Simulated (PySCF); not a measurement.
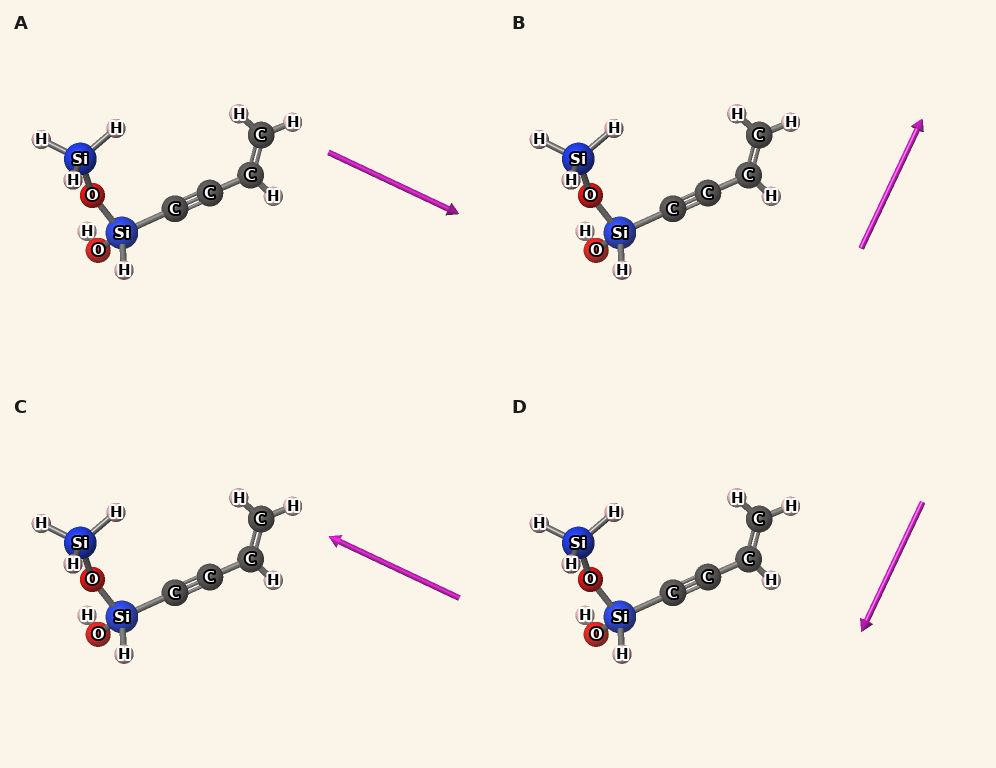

The same molecule four times, each with an arrow. The geometry was computed by an optimisation with GFN2-xTB. No frequency run is at hand to confirm it as a minimum. Level of theory: PBE0/pcSseg-1, gas phase (PySCF 2.14.0).

**Which arrow points along the dipole moment, from the negative to the positive end?**

B. The dipole moment is 2.26 D.

The geometry is semi-empirical. Around Si such bond lengths and angles can be off by a tenth of an ångström or more and by several degrees, and values that hang on the shape move with them.
